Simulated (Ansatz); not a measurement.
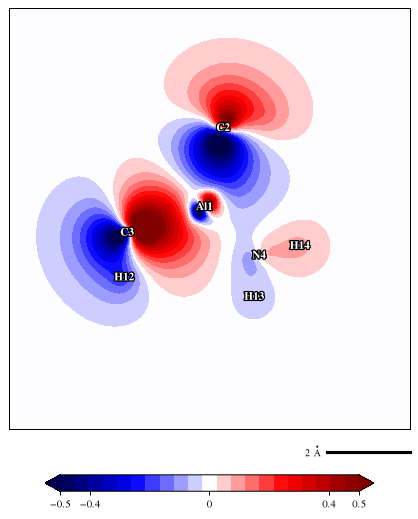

*C2H8AlN···HCl. The HOMO−1 on the plane of atoms C2, Al1 and C3 (values in Å⁻³ᐟ²; the overall sign is arbitrary).*

Not at a stationary point (largest force 0.7 eV/Å).

These are results of RKS PBE0/6-31G* (Ansatz 0.2.0), not measurements.

Input file:

```
crystal:
  periodic: [false, false, false]
  atoms:
    - { symbol: Al, position_ang: [-0.5507, 0.0908, 0.0589] }
    - { symbol: C, position_ang: [1.639, -0.2965, 0.62] }
    - { symbol: C, position_ang: [-0.6255, -0.2059, -1.8927] }
    - { symbol: "N", position_ang: [-1.2064, 1.3676, 1.0993] }
    - { symbol: H, position_ang: [0.5511, -1.0735, 1.0055] }
    - { symbol: Cl, position_ang: [-0.8072, -2.1268, 1.3931] }
    - { symbol: H, position_ang: [2.2704, -0.3634, 1.5008] }
    - { symbol: H, position_ang: [1.5366, 0.7673, 0.379] }
    - { symbol: H, position_ang: [2.1321, -0.8013, -0.2061] }
    - { symbol: H, position_ang: [-0.2021, -1.1774, -2.1624] }
    - { symbol: H, position_ang: [-0.0862, 0.5499, -2.4677] }
    - { symbol: H, position_ang: [-1.6554, -0.1996, -2.2597] }
    - { symbol: H, position_ang: [-1.5687, 2.2804, 0.8598] }
    - { symbol: H, position_ang: [-1.4269, 1.1882, 2.0722] }
basis:
  gaussian: { orbitals: "6-31G*" }
hamiltonian:
  xc: pbe0
relax:
  f_tol: 0.15
  max_steps: 25
  restrain:
    - { distance: [0, 5], at: 3.53, k: 30.0 }
    - { distance: [4, 1], at: 2.37, k: 30.0 }
    - { distance: [0, 1], at: 1.97, k: 30.0 }
    - { distance: [4, 5], at: 1.33, k: 30.0 }
output:
  orbitals: {}
```

Launched as:

```sh
ansatz run input.yaml --threads 2 --pin off --max-ram 3072MiB --backend cpu --events-out ev --progress --plain --runs-dir out
```

The fields are those of the run's last geometry, not of the input's.

**Describe this orbital and give its energy.**

Its weight (Hirshfeld) is mainly on C3 (about 35 %), C2 (about 25 %) and Al1 (about 20 %). Its energy is −7.57 eV.
